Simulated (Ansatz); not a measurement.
# Cl$_{2}$Si···HCl: what the fields show

```yaml
atoms:
  - { symbol: Si, position_ang: [0.6884, 1.2014, -0.3021] }
  - { symbol: Cl, position_ang: [0.2690, -1.7440, -0.9071] }
  - { symbol: H, position_ang: [-0.1074, -1.8132, 0.3175] }
  - { symbol: Cl, position_ang: [0.4242, 0.6902, 1.7237] }
  - { symbol: Cl, position_ang: [-1.2741, 1.6656, -0.8320] }
```

The product side of a reaction path; geometry: PBE0-D4/def2-TZVP.

All numbers below come from Ansatz, RKS PBE0-D4/def2-TZVPP.

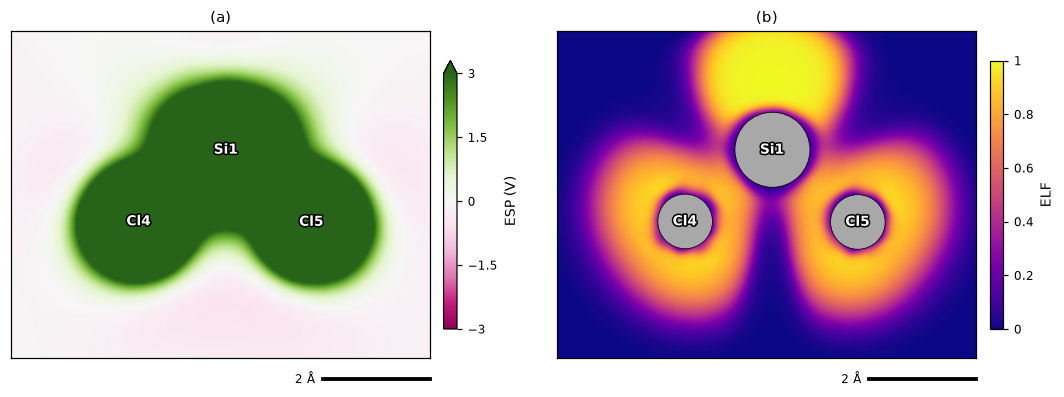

Figure 1. (a) molecular electrostatic potential; (b) electron localisation function on the plane of atoms Cl4, Si1 and Cl5. Grey discs cover the atomic cores in the ELF map.

What does the map show?

The section cuts through Si and Cl sites.
Si–Cl (2.09 Å): the ELF peaks at about 0.85 between the atoms; a shared but strongly polarised pair.
The ELF also peaks beside Cl4, Cl5 and Si1, away from the bonds: lone-pair regions.
Outside the dense part of the complex the potential is most negative (−0.5 V) near Cl4.

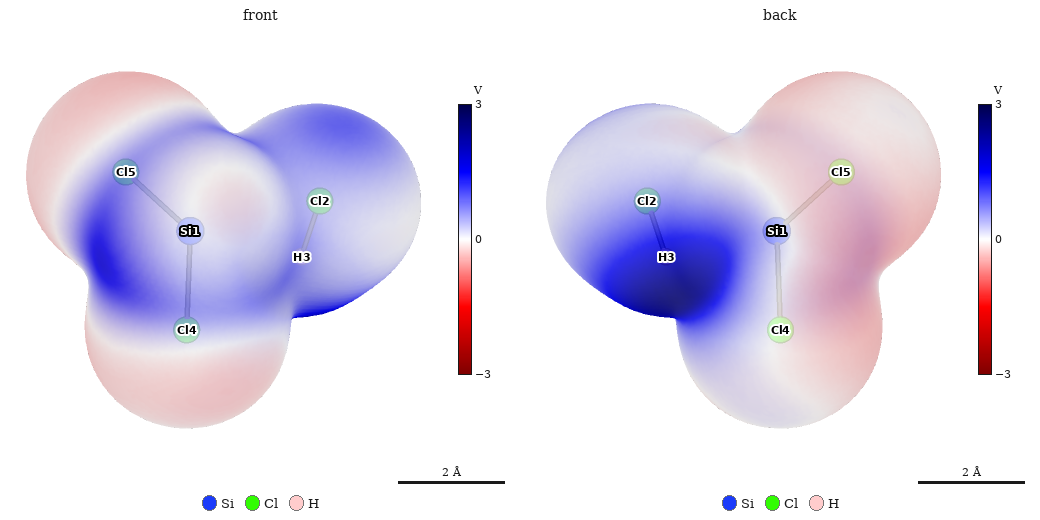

Figure 2. The electrostatic potential painted on the density surface at 0.002 e/bohr³, seen from the front and from behind; the colour scale runs from red (negative) to blue (positive).

Describe the electrostatic potential map.

The most negative region (about −0.5 V) lies over Cl4 and Cl5, the most positive (about +2.6 V) over H3. Cl2 shows a σ-hole: about +1.1 V at the tip opposite its bond, against about 0.0 V on its flanks.

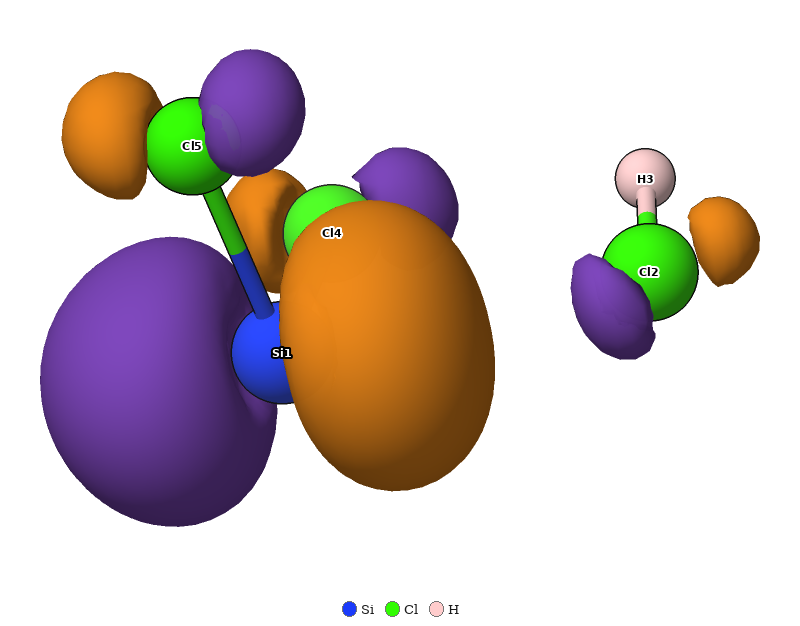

Figure 3. One frontier orbital at ±0.15 Å⁻³ᐟ² (orange and purple are the two phases), seen from one side.

Which orbital is it: HOMO or LUMO?

The LUMO, at −2.39 eV. By Hirshfeld shares it lies mainly on Si1 (about 70 %), Cl5 (about 10 %), Cl4 (about 10 %) and Cl2 (about 10 %).

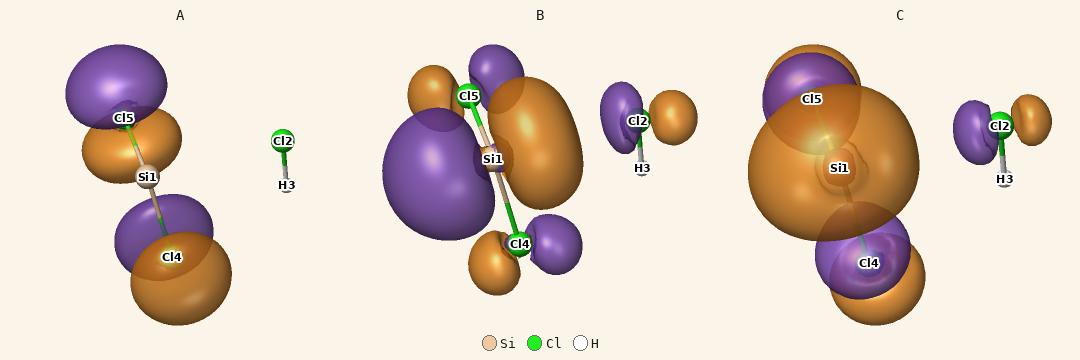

Figure 4. Three frontier orbitals at ±0.1 Å⁻³ᐟ² (orange and purple are the two phases), in no order.

Order the three orbitals by energy and name them.

A is the HOMO−1 (−9.02 eV). By Hirshfeld shares it lies mainly on Cl5 (about 50 %) and Cl4 (about 45 %); largely a combination of lone pairs on Cl5 and Cl4. C is the HOMO (−7.48 eV). By Hirshfeld shares it lies mainly on Si1 (about 60 %), Cl5 (about 20 %) and Cl4 (about 20 %). B is the LUMO (−2.39 eV). It lies mainly on Si1 (about 70 %), Cl5 (about 10 %), Cl4 (about 10 %) and Cl2 (about 10 %).

What is the HOMO–LUMO gap?

5.09 eV between the orbital energies.
